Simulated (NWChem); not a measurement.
# One shape, several levels: CH2BFN2 (SMILES N#CB(N)F)

Wanted: a comparison of 5 runs (HF/STO-3G, HF/3-21G, B3LYP/6-31G*, TPSSh/6-31+G*) of CH2BFN2. 

The results are computed with NWChem 7.3.0.

## (1) Starting point

CH2BFN2: 7 atoms, total charge 0, spin state singlet. As SMILES, `N#CB(N)F`. Geometry: relaxed at GFN2-xTB.

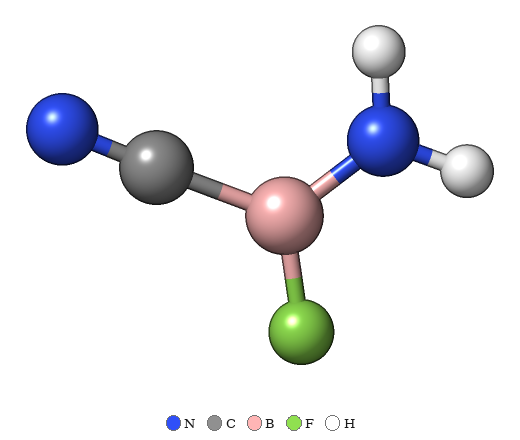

Viewed from a chosen angle; nitrogen blue, carbon grey, boron pink, fluorine green, hydrogen white.

## (2) Energy and gradient at HF/STO-3G (run 1)

Input file run.py:

```python
from ase import Atoms
from ase.calculators.nwchem import NWChem

system = Atoms(['N', 'C', 'B', 'N', 'F', 'H', 'H'], positions=[
    [-0.615750, -1.959210, 1.608280],
    [-0.392970, -1.247790, 0.737680],
    [-0.084890, -0.262920, -0.406220],
    [0.327070, 1.031810, -0.149280],
    [-0.215010, -0.657710, -1.671960],
    [0.530870, 1.682090, -0.889910],
    [0.450680, 1.413730, 0.771420],
])

calc = NWChem(
    label='mymol',
    theory='scf',
    memory='2200 mb',
    basis='STO-3G',
    basispar='spherical bse',
    scf={'nopen': '0', 'rhf': None, 'thresh': '1e-08', 'maxiter': '80', 'print': 'low'},
)
system.calc = calc

forces = system.get_forces()
print("Total energy (eV):", round(system.get_potential_energy(), 6))
print("forces (eV/A):")
for s, f in zip(system.symbols, forces):
    print(f"{s:2s} {f[0]:10.5f} {f[1]:10.5f} {f[2]:10.5f}")
```

On the command line:

```
$ export ASE_NWCHEM_COMMAND="nwchem PREFIX.nwi > PREFIX.nwo"
$ python run.py
```

What it wrote:

```text
Total energy (eV): -7307.807444
forces (eV/A):
N    -0.33954   -1.08634    1.25238
C     0.25582    0.82070   -0.70911
B    -0.02443   -0.05934   -1.88446
N    -0.17648   -0.55428    0.08742
F     0.05914    0.17190    1.04932
H     0.13683    0.43817   -0.44763
H     0.08870    0.26919    0.65208
```

The calculator wrote mymol.nwi:

```
title "mymol"

permanent_dir mymol

scratch_dir mymol

start mymol

geometry units angstrom nocenter noautosym noautoz
  N  -6.1575000000000002e-01 -1.9592099999999999e+00 1.6082799999999999e+00
  C  -3.9296999999999999e-01 -1.2477900000000000e+00 7.3768000000000000e-01
  B  -8.4889999999999993e-02 -2.6291999999999999e-01 -4.0622000000000003e-01
  N  3.2707000000000003e-01 1.0318099999999999e+00 -1.4928000000000000e-01
  F  -2.1501000000000001e-01 -6.5771000000000002e-01 -1.6719599999999999e+00
  H  5.3086999999999995e-01 1.6820900000000001e+00 -8.8990999999999998e-01
  H  4.5068000000000003e-01 1.4137299999999999e+00 7.7141999999999999e-01
end

memory 2200 mb

basis spherical bse noprint
   * library STO-3G
end

scf
  nopen 0
  rhf
  thresh 1e-08
  maxiter 80
  print low
end

task scf gradient
```

mymol.nwo:

```text
Northwest Computational Chemistry Package (NWChem) 7.3.0
             --------------------------------------------------------

           Job information
           ---------------

    nwchem branch   = 7.3.0
    use scalapack   = T
    input           = mymol.nwi
    prefix          = mymol.
    data base       = mymol/mymol.db
    status          = startup
    nproc           =        1

           Memory information
           ------------------

[... 5 lines left out ...]
    hardfail = no
[... 112 lines left out ...]
       Final RHF  results
[... 3 lines left out ...]
      One-electron energy =   -641.162790679759
[... 1 line left out ...]
 Nuclear repulsion energy =    136.300395748165
[... 18 lines left out ...]
 Task  times  cpu:        1.1s     wall:        1.1s
 Total times  cpu:        1.1s     wall:        1.1s
```

It took 2 s on 1 thread of Intel Xeon 6975P-C (Granite Rapids), shared host; peak memory 0.099 GiB.

## (3) Energy and forces at HF/3-21G (run 2)

Input file ch2bfn2.nw:

```
echo
START ch2bfn2
memory 2200 mb

GEOMETRY units angstrom noautosym nocenter noautoz
 N    -0.615750   -1.959210    1.608280
 C    -0.392970   -1.247790    0.737680
 B    -0.084890   -0.262920   -0.406220
 N     0.327070    1.031810   -0.149280
 F    -0.215010   -0.657710   -1.671960
 H     0.530870    1.682090   -0.889910
 H     0.450680    1.413730    0.771420
END

BASIS spherical bse
 * library 3-21G
END

SCF
 thresh 1e-08
 maxiter 80
 print low
END

TASK scf gradient
```

On the command line:

```
$ nwchem ch2bfn2.nw > ch2bfn2.out
```

What it wrote:

```text
[...]
  functions       =    49
[...]
  wavefunction    = RHF
[...]
         Total SCF energy =   -270.696657057739
      One-electron energy =   -641.242278554295
      Two-electron energy =    234.245225748390
 Nuclear repulsion energy =    136.300395748165
        Time for solution =      1.0s
[...]
                         RHF ENERGY GRADIENTS
    atom               coordinates                        gradient
                 x          y          z           x          y          z
   1 N      -1.163599  -3.702370   3.039209   -0.002937  -0.009317   0.011206
   2 C      -0.742606  -2.357981   1.394013    0.003884   0.012257  -0.015053
   3 B      -0.160419  -0.496847  -0.767644   -0.001709  -0.005128  -0.011754
   4 N       0.618073   1.949838  -0.282098   -0.005223  -0.016537  -0.007596
   5 F      -0.406310  -1.242892  -3.159546    0.003522   0.010864   0.021931
   6 H       1.003199   3.178689  -1.681686    0.001443   0.004562  -0.001928
   7 H       0.851662   2.671562   1.457772    0.001019   0.003299   0.003194
 Task  times  cpu:        1.3s     wall:        1.3s
 Total times  cpu:        1.4s     wall:        1.4s
```

It took 1.9 s on 1 thread of Intel Xeon 6975P-C (Granite Rapids), shared host; peak memory 0.099 GiB.

Runs 3 to 4 aren't shown in full; the table further down has their settings and results.

## (4) Energy and forces at TPSSh/6-31+G(d) (spherical functions) (run 5)

Input file sp.nw:

```
start sp
memory 2200 mb
charge 0

geometry noautosym nocenter noautoz
  N    -0.615750   -1.959210    1.608280
  C    -0.392970   -1.247790    0.737680
  B    -0.084890   -0.262920   -0.406220
  N     0.327070    1.031810   -0.149280
  F    -0.215010   -0.657710   -1.671960
  H     0.530870    1.682090   -0.889910
  H     0.450680    1.413730    0.771420
end

basis spherical bse
  * library 6-31+G*
end

dft
  xc xctpssh
  grid fine
  convergence energy 1e-08
  iterations 100
  mulliken
end

task dft gradient
```

On the command line:

```
$ nwchem sp.nw > sp.out
```

What it wrote:

```text
[...]
          Wavefunction type:  closed shell.
          No. of atoms     :     7
          No. of electrons :    36
[...]
          Charge           :     0
          Spin multiplicity:     1
[...]
          AO basis - number of functions:    94
[...]
              XC Information
              --------------
                  TPSS hybrid Method XC Functional
                     Hartree-Fock (Exact) Exchange  0.100
                  TPSS metaGGA Exchange Functional  0.900
             TPSS03 metaGGA Correlation Functional  1.000
[...]
 d= 0,ls=0.0,diis     1   -273.5045893912 -4.10D+02  1.69D-02  8.41D-01     1.5
[...]
 d= 0,ls=0.0,diis    11   -273.6153792328  3.22D-11  2.13D-07  1.36D-09    13.5
         Total DFT energy =     -273.615379232825
      One electron energy =     -643.391979206854
           Coulomb energy =      268.012694508133
    Exchange-Corr. energy =      -34.536490282269
 Nuclear repulsion energy =      136.300395748165
[...]
  wavefunction    = closed shell
                         DFT ENERGY GRADIENTS
    atom               coordinates                        gradient
                 x          y          z           x          y          z
   1 N      -1.163599  -3.702370   3.039209    0.009721   0.031072  -0.037576
   2 C      -0.742606  -2.357981   1.394013   -0.008145  -0.026109   0.032351
   3 B      -0.160419  -0.496847  -0.767644   -0.000664  -0.002026  -0.001396
   4 N       0.618073   1.949838  -0.282098   -0.001447  -0.004573  -0.003630
   5 F      -0.406310  -1.242892  -3.159546    0.002480   0.007712   0.011838
   6 H       1.003199   3.178689  -1.681686   -0.001235  -0.003983   0.005243
   7 H       0.851662   2.671562   1.457772   -0.000709  -0.002093  -0.006829
[...]
```

Run time: 20 s. Hardware: 1 thread of Intel Xeon 6975P-C (Granite Rapids), shared host; peak memory 0.11 GiB.

## (5) All runs side by side

| run | level | iteration cap | module | energy (Eh) | largest force (eV/Å) | wall time |
| --- | --- | --- | --- | --- | --- | --- |
| 1 | HF/STO-3G | 80 | scf | -268.556972 | 1.886 | 2 s |
| 2 | HF/3-21G | 80 | scf | -270.696657 | 1.271 | 1.9 s |
| 3 | B3LYP/6-31G* (spherical functions) | 100 | dft | -273.599558 | 2.020 | 19 s |
| 4 | B3LYP/6-31G* (Cartesian functions) | 100 | dft | -273.604817 | 2.027 | 20 s |
| 5 | TPSSh/6-31+G* (spherical functions) | 100 | dft | -273.615379 | 2.557 | 20 s |

## (6) Outcome

```
                       quantity          value
            run 5: total energy  -273.61538 Eh
           run 5: dipole moment         4.41 D
             run 5: HOMO energy       -8.42 eV
             run 5: LUMO energy       -1.65 eV
           run 5: HOMO–LUMO gap        6.78 eV
run 5: largest force on an atom     2.557 eV/Å
```

In words: Totals of different functionals can't be ranked against each other. In run 1 the basis is minimal, so the values are rough. All runs together took 63 s, the longest 20 s.
